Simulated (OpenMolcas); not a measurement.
**Run report: Mo³⁺ complex, multiconfigurational calculation**

- system: Mo³⁺ with 6 ligands (H2O; octahedron, 1.99 Å), with no charges around it.
- method: state-averaged CASSCF, active space 3 electrons in the shell 4d, basis ANO-RCC-VDZP on the metal and ANO-RCC-VDZP on the ligands, DKH2 scalar Hamiltonian, spin-orbit coupling by RASSI with atomic mean-field integrals (OpenMolcas)

**The input**
```
&GATEWAY
Coord
19

Mo 0.0 0.0 0.0
O 1.990000 0.000000 0.000000
H 2.566978 0.779741 0.000000
H 2.566978 -0.779741 0.000000
O 0.000000 1.990000 0.000000
H 0.000000 2.566978 0.779741
H 0.000000 2.566978 -0.779741
O -1.990000 0.000000 0.000000
H -2.566978 0.779741 0.000000
H -2.566978 -0.779741 0.000000
O 0.000000 -1.990000 0.000000
H 0.000000 -2.566978 0.779741
H 0.000000 -2.566978 -0.779741
O 0.000000 0.000000 1.990000
H 0.779741 0.000000 2.566978
H -0.779741 0.000000 2.566978
O 0.000000 0.000000 -1.990000
H 0.779741 0.000000 -2.566978
H -0.779741 0.000000 -2.566978
Basis=Mo.ANO-RCC-VDZP,H.ANO-RCC-VDZP,O.ANO-RCC-VDZP
Group=XYZ
NoMove
AngMom=0.0 0.0 0.0
AMFI
RICD
&SEWARD
&RASSCF
FileOrb=start.orb
Symmetry=1
Spin=4
nActEl=3 0 0
Inactive=24 24
Ras2=5 0
CIRoot=10 10 1
SDav=10
CIMx=300
Iter=150 100
PrWF=0.3
OrbListing=Nothing
MaxOrb=0
LevShft=1.0
>>> COPY $Project.JobIph JOB001
&RASSCF
FileOrb=start.orb
Symmetry=1
Spin=2
nActEl=3 0 0
Inactive=24 24
Ras2=5 0
CIRoot=40 40 1
SDav=40
CIMx=300
Iter=150 100
PrWF=0.3
OrbListing=Nothing
MaxOrb=0
LevShft=1.0
>>> COPY $Project.JobIph JOB002
&RASSI
NrOfJobIphs=2 10 40
1 2 3 4 5 6 7 8 9 10
1 2 3 4 5 6 7 8 9 10 11 12 13 14 15 16 17 18 19 20 21 22 23 24 25 26 27
28 29 30 31 32 33 34 35 36 37 38 39 40
IphNames
JOB001
JOB002
EJob
SpinOrbit
DIPRint=1.0
SOCoupling=1000.0
Subsets=2
Property=9
'ANGMOM' 1 'ANGMOM' 2 'ANGMOM' 3 'MLTPL  1' 1 'MLTPL  1' 2 'MLTPL  1' 3
'AMFI' 1 'AMFI' 2 'AMFI' 3
SOProperty=3
'ANGMOM' 1 'ANGMOM' 2 'ANGMOM' 3
```

The file start.orb holds starting orbitals from an earlier step. A driver script formed the levels outside the program, from RASSI's spin-orbit matrix and the active-space energies, averaged over the components of each term or state.

Command:
```bash
OMP_NUM_THREADS=1 MOLCAS_MEM=2457 MOLCAS_PROJECT=a pymolcas a.inp > a.log  # once for each step of the input, in one work folder
```

**The program's output (extracts)**
```
--- SEWARD ---
Basis set label: MO.ANO-RCC...6S5P3D1F.

      Electronic valence basis set:
      ------------------
      Associated Effective Charge  42.000000 au
      Associated Actual Charge     42.000000 au
      Nuclear Model: Point charge

      Shell  nPrim  nBasis  Cartesian Spherical Contaminant
         s      21       6        X
         p      18       5        X
         d      13       3                 X
         f       6       1                 X
                  Relativistic Douglas-Kroll-Hess integrals:
                    - DKH order of Hamiltonian: 2
                    - DKH order of Properties : 0
                  Atomic mean-field integrals
--- RASSCF ---
Wave function specifications:
      -----------------------------

      Number of closed shell electrons          96
      Number of electrons in active shells       3
      Max number of holes in RAS1 space          0
      Max nr of electrons in RAS3 space          0
      Number of inactive orbitals               48
      Number of active orbitals                  5
      Number of secondary orbitals             134
      Spin quantum number                      1.5
      State symmetry                             1
Orbital specifications:
      -----------------------

      Symmetry species                           1   2
                                                ag  au
      Frozen orbitals                            0   0
      Inactive orbitals                         24  24
      Active orbitals                            5   0
      RAS1 orbitals                              0   0
      RAS2 orbitals                              5   0
      RAS3 orbitals                              0   0
      Secondary orbitals                        64  70
      Deleted orbitals                           0   0
      Number of basis functions                 93  94
      Number of CSFs                            10
      Number of root(s) required                10
      Iter CI   SX   CI       RASSCF       Energy    max ROT     max BLB   max BLB  Level Ln srch  Step   QN
          iter iter root      energy       change     param      element    value   shift minimum  type update
 Nr of preliminary CI iterations:   1
      Total energies have been shifted. Add                -4000.00 au
        1   1   11    0  -500.84887605    0.00E+00   1.15E-01*  16  43 1  2.41E-01*  0.66   0.00    SX    NO
        2   1   10    0  -501.12988821   -2.81E-01*  5.10E-02   20  27 1  1.17E-01*  0.80   0.00    SX    NO
        3   1   10    0  -501.17416311   -4.43E-02* -2.52E-02   21  29 1 -5.88E-02*  0.82   0.00    SX    NO
        4   1    9    0  -501.18550395   -1.13E-02* -1.29E-02   21  29 1 -3.03E-02*  0.83   0.00    SX    NO
        5   1    9    0  -501.18896604   -3.46E-03* -1.58E-02   20  27 1  1.60E-02*  0.83   2.33    LS   YES
        6   1    9    0  -501.19063034   -1.66E-03*  3.06E-03   24  28 1  4.09E-03*  0.84   1.08    QN   YES
        7   1    8    0  -501.19076428   -1.34E-04*  2.75E-03   24  28 1  2.43E-03*  0.84   1.91    LS   YES
        8   1    8    0  -501.19080295   -3.87E-05* -1.37E-03   20  27 1 -2.14E-03*  0.83   1.00    QN   YES
        9   1    8    0  -501.19082446   -2.15E-05* -7.83E-04   20  27 1 -8.74E-04*  0.83   1.57    LS   YES
       10   1    7    0  -501.19082775   -3.29E-06*  4.17E-04   16  43 1  8.96E-04*  0.83   1.00    QN   YES
       11   1    7    0  -501.19083045   -2.70E-06*  2.84E-04   16  43 1  3.53E-04*  0.83   1.68    LS   YES
       12   1    6    0  -501.19083098   -5.35E-07* -6.53E-05    5  32 1 -1.79E-04*  0.83   1.01    QN   YES
       13   1    6    0  -501.19083112   -1.39E-07* -2.66E-05   16  47 1  4.98E-05   0.83   1.41    LS   YES
       14   1    6    0  -501.19083114   -1.24E-08* -1.84E-05    6  37 2 -7.89E-05   0.83   0.99    QN   YES
       15   1    5    0  -501.19083115   -1.40E-08* -5.89E-06   16  36 1  1.58E-05   0.83   1.25    QN   YES
       16   1    4    0  -501.19083115   -1.46E-09  -2.60E-06   16  53 1 -4.77E-06   0.83   1.44    QN   YES
      Convergence after 16 iterations
       17   1    4    0  -501.19083115   -2.34E-10  -2.60E-06    7  34 1 -2.33E-06   0.83   1.44    QN   YES
      Natural orbitals and occupation numbers for root  1
      sym 1:   1.000000   1.000000  -0.000000   1.000000   0.000000
      Natural orbitals and occupation numbers for root  2
      sym 1:   0.359155   1.000000   0.359155   0.640845   0.640845
      Natural orbitals and occupation numbers for root  3
      sym 1:   1.000000   0.772768   0.772768   0.227232   0.227232
::    RASSCF root number  1 Total energy:  -4501.39069026
::    RASSCF root number  2 Total energy:  -4501.23614497
::    RASSCF root number  3 Total energy:  -4501.23614497
::    RASSCF root number  4 Total energy:  -4501.23614497
::    RASSCF root number  5 Total energy:  -4501.20037043
::    RASSCF root number  6 Total energy:  -4501.20037043
::    RASSCF root number  7 Total energy:  -4501.20037043
::    RASSCF root number  8 Total energy:  -4501.06935836
::    RASSCF root number  9 Total energy:  -4501.06935836
::    RASSCF root number 10 Total energy:  -4501.06935836
--- RASSCF ---
Wave function specifications:
      -----------------------------

      Number of closed shell electrons          96
      Number of electrons in active shells       3
      Max number of holes in RAS1 space          0
      Max nr of electrons in RAS3 space          0
      Number of inactive orbitals               48
      Number of active orbitals                  5
      Number of secondary orbitals             134
      Spin quantum number                      0.5
      State symmetry                             1
Orbital specifications:
      -----------------------

      Symmetry species                           1   2
                                                ag  au
      Frozen orbitals                            0   0
      Inactive orbitals                         24  24
      Active orbitals                            5   0
      RAS1 orbitals                              0   0
      RAS2 orbitals                              5   0
      RAS3 orbitals                              0   0
      Secondary orbitals                        64  70
      Deleted orbitals                           0   0
      Number of basis functions                 93  94
      Number of CSFs                            40
      Number of root(s) required                40
      Iter CI   SX   CI       RASSCF       Energy    max ROT     max BLB   max BLB  Level Ln srch  Step   QN
          iter iter root      energy       change     param      element    value   shift minimum  type update
 Nr of preliminary CI iterations:   1
      Total energies have been shifted. Add                -4000.00 au
        1   1   10    0  -501.11779759    0.00E+00  -7.18E-03   26  32 1 -7.24E-03*  0.79   0.00    SX    NO
        2   1   10    0  -501.11844953   -6.52E-04*  2.99E-03   20  27 1  3.97E-03*  0.79   0.00    SX    NO
        3   1   10    0  -501.11865259   -2.03E-04*  1.92E-03   20  27 1  2.24E-03*  0.79   0.00    SX    NO
        4   1    9    0  -501.11872768   -7.51E-05*  1.31E-03   23  26 1 -1.33E-03*  0.79   0.00    SX    NO
        5   1    9    0  -501.11875814   -3.05E-05*  1.94E-03   23  26 1 -8.99E-04*  0.79   2.50    LS   YES
        6   1    8    0  -501.11877959   -2.15E-05* -8.48E-04   23  26 1 -2.67E-04*  0.79   1.26    QN   YES
        7   1    8    0  -501.11878226   -2.67E-06*  5.32E-04   20  27 1 -1.86E-04*  0.79   1.49    QN   YES
        8   1    7    0  -501.11878324   -9.81E-07* -1.48E-04   20  27 1 -1.25E-04*  0.79   1.37    QN   YES
        9   1    6    0  -501.11878342   -1.84E-07* -3.54E-05   20  27 1 -3.36E-05   0.79   1.19    QN   YES
       10   1    5    0  -501.11878344   -1.32E-08* -9.41E-06   23  26 1  9.59E-06   0.79   1.21    QN   YES
       11   1    5    0  -501.11878344   -1.29E-09  -4.37E-06   23  26 1  3.35E-06   0.79   1.43    QN   YES
      Convergence after 11 iterations
       12   1    5    0  -501.11878344   -2.52E-10  -4.37E-06   20  27 1  1.57E-06   0.79   1.43    QN   YES
      Natural orbitals and occupation numbers for root  1
      sym 1:   0.012093   0.987635   0.998891   0.999621   0.001759
      Natural orbitals and occupation numbers for root  2
      sym 1:   0.001759   1.003130   0.991874   0.991144   0.012093
      Natural orbitals and occupation numbers for root  3
      sym 1:   0.003420   0.996099   0.997677   1.000734   0.002070
::    RASSCF root number  1 Total energy:  -4501.32620086
::    RASSCF root number  2 Total energy:  -4501.32620086
::    RASSCF root number  3 Total energy:  -4501.32389915
::    RASSCF root number  4 Total energy:  -4501.32389915
::    RASSCF root number  5 Total energy:  -4501.32389915
::    RASSCF root number  6 Total energy:  -4501.28810378
::    RASSCF root number  7 Total energy:  -4501.28810378
::    RASSCF root number  8 Total energy:  -4501.28810378
::    RASSCF root number  9 Total energy:  -4501.18465129
::    RASSCF root number 10 Total energy:  -4501.17533591
::    RASSCF root number 11 Total energy:  -4501.17533591
::    RASSCF root number 12 Total energy:  -4501.17533591
::    RASSCF root number 13 Total energy:  -4501.17328039
::    RASSCF root number 14 Total energy:  -4501.17328039
::    RASSCF root number 15 Total energy:  -4501.17328039
::    RASSCF root number 16 Total energy:  -4501.16570762
::    RASSCF root number 17 Total energy:  -4501.16570762
::    RASSCF root number 18 Total energy:  -4501.15003129
::    RASSCF root number 19 Total energy:  -4501.15003129
::    RASSCF root number 20 Total energy:  -4501.15003129
::    RASSCF root number 21 Total energy:  -4501.13070600
::    RASSCF root number 22 Total energy:  -4501.13070600
::    RASSCF root number 23 Total energy:  -4501.13070600
::    RASSCF root number 24 Total energy:  -4501.12188714
::    RASSCF root number 25 Total energy:  -4501.07581051
::    RASSCF root number 26 Total energy:  -4501.07581051
::    RASSCF root number 27 Total energy:  -4501.02232469
::    RASSCF root number 28 Total energy:  -4501.02232469
::    RASSCF root number 29 Total energy:  -4501.02232469
::    RASSCF root number 30 Total energy:  -4501.01618268
--- RASSI ---
SPIN-FREE ENERGIES:
  (Shifted by EMIN (a.u.) =      -4501.3906902621)

 SF State       Relative EMIN(au)   Rel lowest level(eV)    D:o, cm**(-1)

     1             0.0000000000        0.0000000000              0.0000
    11             0.0644894029        1.7548460523          14153.7879
    12             0.0644894029        1.7548460523          14153.7879
    13             0.0667911082        1.8174786440          14658.9539
    14             0.0667911082        1.8174786440          14658.9539
    15             0.0667911082        1.8174786440          14658.9539
    16             0.1025864801        2.7915203344          22515.1299
    17             0.1025864801        2.7915203344          22515.1299
    18             0.1025864801        2.7915203344          22515.1299
     2             0.1545452962        4.2053917463          33918.7719
     3             0.1545452962        4.2053917463          33918.7719
     4             0.1545452962        4.2053917463          33918.7719
     5             0.1903198349        5.1788665371          41770.3756
     6             0.1903198349        5.1788665371          41770.3756
     7             0.1903198349        5.1788665371          41770.3756
    19             0.2060389761        5.6066061607          45220.3283
    20             0.2153543478        5.8600903376          47264.8161
    21             0.2153543478        5.8600903376          47264.8161
    22             0.2153543478        5.8600903376          47264.8161
    23             0.2174098671        5.9160238674          47715.9504
    24             0.2174098671        5.9160238674          47715.9504
    25             0.2174098671        5.9160238674          47715.9504
    26             0.2249826454        6.1220896618          49377.9832
    27             0.2249826454        6.1220896618          49377.9832
    28             0.2406589741        6.5486642973          52818.5396
    29             0.2406589741        6.5486642973          52818.5396
    30             0.2406589741        6.5486642973          52818.5396
    31             0.2599842575        7.0745320476          57059.9491
    32             0.2599842575        7.0745320476          57059.9491
    33             0.2599842575        7.0745320476          57059.9491
    34             0.2688031225        7.3145055900          58995.4662
    35             0.3148797473        8.5683144255          69108.1165
    36             0.3148797473        8.5683144255          69108.1165
    10             0.3213319059        8.7438866046          70524.2016
     8             0.3213319059        8.7438866046          70524.2016
     9             0.3213319059        8.7438866046          70524.2016
    37             0.3683655765       10.0237379808          80846.8991
    38             0.3683655765       10.0237379808          80846.8991
    39             0.3683655765       10.0237379808          80846.8991
    40             0.3745075817       10.1908704589          82194.9134
Eigenvalues of complex Hamiltonian:
   -----------------------------------
  (Shifted by EMIN (a.u.) =      -4501.3906902621)

 SO State       Relative EMIN(au)   Rel lowest level(eV)    D:o, cm**(-1)

     1            -0.0003156039        0.0000000000              0.0000
     2            -0.0003156039        0.0000000000              0.0000
     3            -0.0003156039        0.0000000000              0.0000
     4            -0.0003156039        0.0000000000              0.0000
     5             0.0640274202        1.7508628794          14121.6615
     6             0.0640274202        1.7508628794          14121.6615
     7             0.0640274202        1.7508628798          14121.6615
     8             0.0640274202        1.7508628798          14121.6615
     9             0.0661283555        1.8080322410          14582.7635
    10             0.0661283555        1.8080322410          14582.7635
    11             0.0661283554        1.8080322407          14582.7635
    12             0.0661283554        1.8080322407          14582.7635
    13             0.0668831296        1.8285706918          14748.4173
    14             0.0668831296        1.8285706918          14748.4173
    15             0.1023059775        2.7924754881          22522.8337
    16             0.1023059775        2.7924754881          22522.8337
    17             0.1023059775        2.7924754887          22522.8337
    18             0.1023059775        2.7924754887          22522.8337
    19             0.1032848623        2.8191123004          22737.6741
    20             0.1032848623        2.8191123004          22737.6741
    21             0.1531056993        4.1748063399          33672.0840
    22             0.1531056993        4.1748063399          33672.0840
    23             0.1539324251        4.1973026952          33853.5293
    24             0.1539324251        4.1973026952          33853.5293
    25             0.1539324251        4.1973026951          33853.5293
    26             0.1539324251        4.1973026951          33853.5293
    27             0.1551563742        4.2306080449          34122.1551
    28             0.1551563742        4.2306080449          34122.1551
    29             0.1551563742        4.2306080449          34122.1551
    30             0.1551563742        4.2306080449          34122.1551
    31             0.1552983611        4.2344717066          34153.3176
    32             0.1552983611        4.2344717066          34153.3176
    33             0.1894755042        5.1644791487          41654.3335
    34             0.1894755042        5.1644791487          41654.3335
    35             0.1901704042        5.1833883395          41806.8464
    36             0.1901704042        5.1833883395          41806.8464
    37             0.1901704042        5.1833883394          41806.8464
    38             0.1901704042        5.1833883394          41806.8464
    39             0.1905962473        5.1949761210          41900.3082
    40             0.1905962473        5.1949761210          41900.3082
    41             0.1906688582        5.1969519654          41916.2444
Weights of the five most important spin-orbit-free states for each spin-orbit state.

 SO State  Total energy (au)           Spin-free states, spin, and weights
 -------------------------------------------------------------------------------------------------------
    1        -0.000316       1 1.5  0.9976   16 0.5  0.0006   17 0.5  0.0006    3 1.5  0.0004    4 1.5  0.0003
    2        -0.000316       1 1.5  0.9976   18 0.5  0.0006   17 0.5  0.0004    2 1.5  0.0004    3 1.5  0.0003
    3        -0.000316       1 1.5  0.9976   18 0.5  0.0007   16 0.5  0.0003    2 1.5  0.0003    4 1.5  0.0003
    4        -0.000316       1 1.5  0.9976   16 0.5  0.0005   17 0.5  0.0004    4 1.5  0.0004   18 0.5  0.0003
    5         0.064027      12 0.5  0.4969   11 0.5  0.4915   13 0.5  0.0026   15 0.5  0.0022   16 0.5  0.0016
    6         0.064027      12 0.5  0.4969   11 0.5  0.4915   13 0.5  0.0026   15 0.5  0.0022   16 0.5  0.0016
    7         0.064027      11 0.5  0.4969   12 0.5  0.4915   14 0.5  0.0028   18 0.5  0.0019   15 0.5  0.0017
    8         0.064027      11 0.5  0.4969   12 0.5  0.4915   14 0.5  0.0028   18 0.5  0.0019   15 0.5  0.0017
    9         0.066128      14 0.5  0.5594   13 0.5  0.3591   15 0.5  0.0667   18 0.5  0.0042   12 0.5  0.0028
   10         0.066128      14 0.5  0.5594   13 0.5  0.3591   15 0.5  0.0667   18 0.5  0.0042   12 0.5  0.0028
   11         0.066128      15 0.5  0.5901   13 0.5  0.2977   14 0.5  0.0973   17 0.5  0.0036   16 0.5  0.0033
   12         0.066128      15 0.5  0.5901   13 0.5  0.2977   14 0.5  0.0973   17 0.5  0.0036   16 0.5  0.0033
```

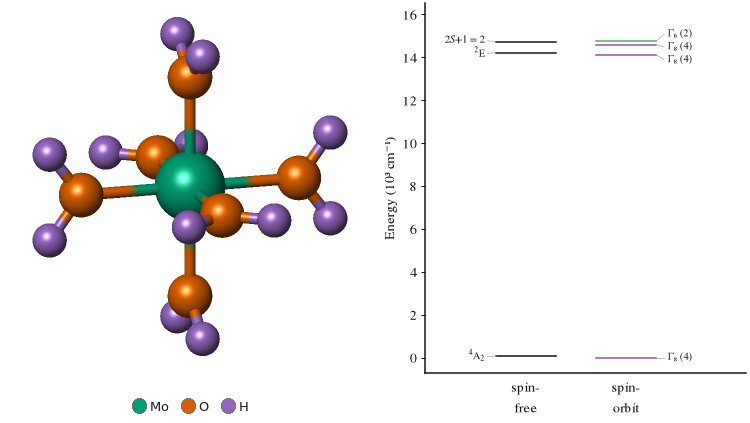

Figure 1. Mo³⁺ (4d³) with 6 ligands, H₂O, at 1.99 Å (arrangement: octahedron, Th), and its levels. Labels give the representation in O, Td, D4 or D3 as the site allows (double group for half-integer spin) where it could be assigned and, in brackets, the degeneracy; spin-free states, where drawn, share the zero of the spin-orbit levels. The ground level is Γ₈, 4-fold degenerate, 100 % from states of spin multiplicity 4. The next level lies at 14,100 cm⁻¹ (Γ₈). The lowest spin-free state is ⁴A₂. A ligand-field fit to the spin-free states gives |10Dq| = 33,900 cm⁻¹, B = 708 and C = 2,850 cm⁻¹ (rms misfit 10 cm⁻¹). The active orbitals hold 79 to 89 % metal character (Löwdin), and the Mulliken charge of the metal is +2.64.

**Results in brief**

```tsv
quantity	value
outcome	converged
energy of the lowest spin-free term	−4501.39069 hartree
energy of the lowest spin-orbit level	−4501.39101 hartree
largest spread among components of a term	0.0 cm⁻¹
hardware	1 thread of Arm Neoverse V1, 24 GiB of memory available, shared host
wall time	43 s
peak memory	0.38 GiB
```

**Remarks**

Without dynamic correlation the splittings between terms come out too large, often by 20 to 50 %. To bear in mind: covalent bonds, ligand orbitals missing from the active space; distances are set from ionic radii, not optimised.
